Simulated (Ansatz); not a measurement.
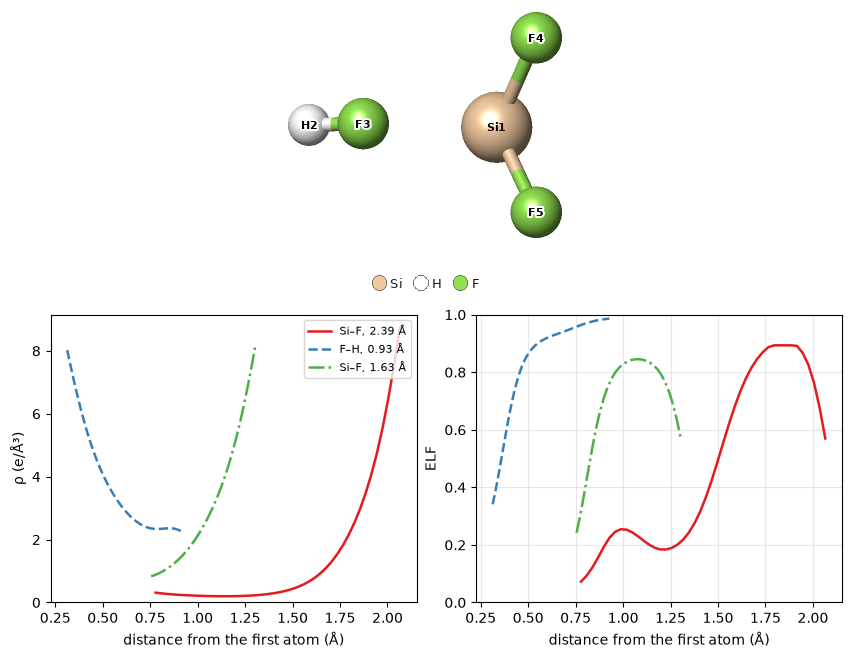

Figure 1: F₂Si···HF. Electron density and electron localisation function along straight lines between neighbouring atoms. The curves leave out the atomic cores. The structure is drawn too.

Theory: RKS PBE0/def2-SVP in Ansatz 0.2.0.

```yaml
atoms:
  - { symbol: Si, position_ang: [-0.8556, 0.0000, 0.2121] }
  - { symbol: H, position_ang: [1.6535, 0.0000, 1.5512] }
  - { symbol: F, position_ang: [1.5010, 0.0001, 0.6365] }
  - { symbol: F, position_ang: [-0.5891, 1.2489, -0.8033] }
  - { symbol: F, position_ang: [-0.5890, -1.2490, -0.8033] }
```

**What can be read from the curves?**

Si1···F3 (2.39 Å): the density falls to about 0.2 e/Å³ on the way; the ELF is about 0.20 at the midpoint.
F–H (0.93 Å): the density is about 4.6 e/Å³ at the midpoint; the ELF climbs to about 1 towards the hydrogen, as it does in any bond to H; a covalent bond by its length.
Si–F (1.63 Å): the density is about 0.99 e/Å³ at the midpoint; the ELF peaks at about 0.85 in the valence shell of F, 0.6 Å from its nucleus, and is about 0.45 at the midpoint.
